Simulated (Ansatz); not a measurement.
# CH6BGa (SMILES C[BH][GaH2]): what the fields show

Input file:

```
crystal:
  periodic: [false, false, false]
  atoms:
    - {symbol: C, position_ang: [-0.655962, 1.050474, -0.726069]}
    - {symbol: B, position_ang: [-0.436046, -0.403635, -0.216425]}
    - {symbol: Ga, position_ang: [1.038694, -1.022191, 1.111101]}
    - {symbol: H, position_ang: [-1.704776, 1.292797, -0.920296]}
    - {symbol: H, position_ang: [-0.175744, 1.049276, -1.720507]}
    - {symbol: H, position_ang: [-0.191167, 1.855171, -0.155028]}
    - {symbol: H, position_ang: [-1.154214, -1.249052, -0.686624]}
    - {symbol: H, position_ang: [2.492175, -1.430881, 0.648484]}
    - {symbol: H, position_ang: [0.787030, -1.141950, 2.665354]}
basis:
  gaussian: {orbitals: def2-TZVPP}
hamiltonian: {xc: pbe0, dispersion: d4}
output: {orbitals: {seedname: orbitals}}
```

Command:

```sh
ansatz run in.yaml --threads 2 --pin off --events-out ev --progress --plain --max-ram 22528MiB --backend cpu
```

Geometry: PBE0-D4/def2-TZVP.

Method: Ansatz 0.2.0, RKS PBE0-D4/def2-TZVPP.

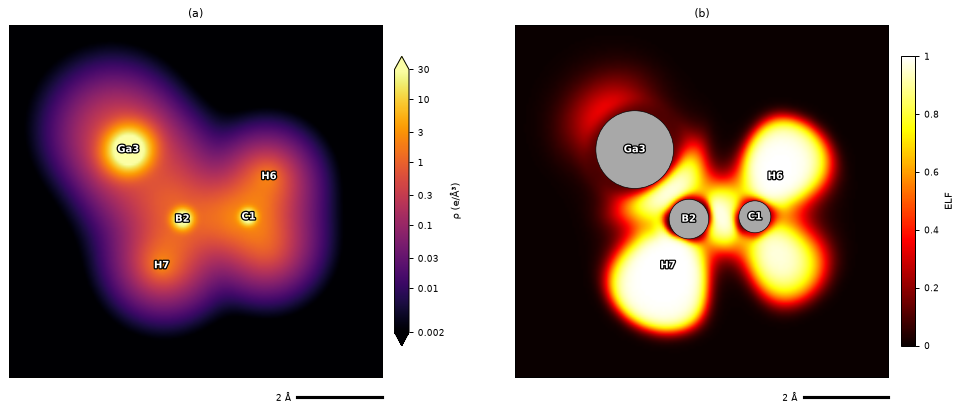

Figure 1. (a) electron density; (b) ELF on the plane of atoms Ga3, B2 and H7. Grey discs cover the atomic cores in the ELF map.

Question: What do the fields say about this system?

Answer:
- The section cuts through C, B, Ga and H sites.
- C–B (1.56 Å): the density is about 1.4 e/Å³ at the midpoint; the ELF peaks at about 1 between the atoms: a covalent bond.
- Ga–B (2.08 Å): ρ at the midpoint is about 0.69 e/Å³; the ELF peaks at about 0.95 in the valence shell of B, 0.8 Å from its nucleus, and is about 0.75 at the midpoint.
- C–H (1.09 Å): the density is about 2 e/Å³ at the midpoint; the ELF climbs to about 1 towards the hydrogen, as it does in any bond to H; a covalent bond by its length.
- B–H (1.20 Å): ρ is about 1.2 e/Å³ halfway; the ELF climbs to about 1 towards the hydrogen: an ordinary covalent bond to hydrogen.

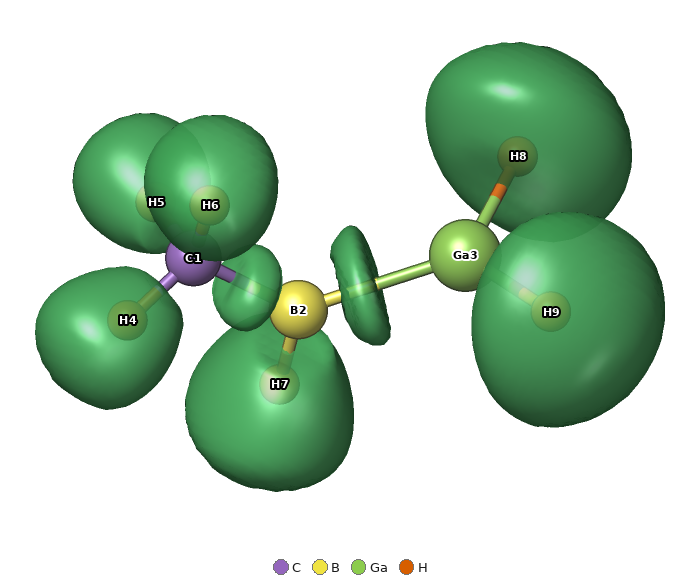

Figure 2. Isosurface of the electron localisation function at 0.85 (green), seen at a tilt. Only the valence region is drawn (cores and ρ < 0.01 e/Å³ removed).

Question: What do the ELF domains correspond to?

Answer: At this value the surface marks out one region between bonded B–C atoms (shared pairs), one region between bonded B–Ga atoms (shared pairs) and six regions around hydrogen nuclei.

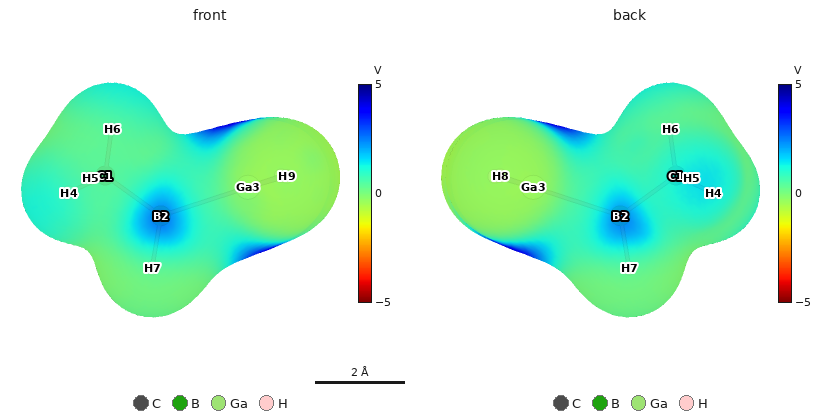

Figure 3. The molecular electrostatic potential painted on the density surface at 0.004 e/bohr³, seen from the front and from behind; red is negative and blue positive.

Question: Which sites attract a positive test charge, and which a negative one?

Answer: A positive charge is drawn to the negative regions and a negative charge to the positive ones. The most negative region (about −0.5 V) lies over H8 and H9, the most positive (about +4.0 V) over Ga3.

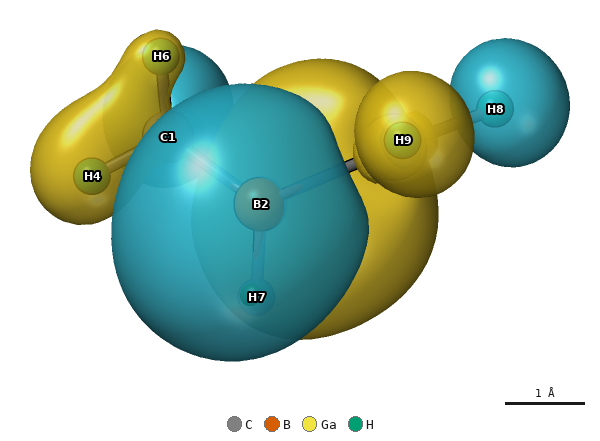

Figure 4. The LUMO at ±0.06 Å⁻³ᐟ² (yellow and cyan are the two phases), seen at a tilt.

Question: Where does this orbital lie, and at what energy?

Answer: By Hirshfeld shares it lies mainly on B2 (about 55 %), Ga3 (about 15 %), C1 (about 10 %) and H7 (about 5 %). Its energy is −1.59 eV.
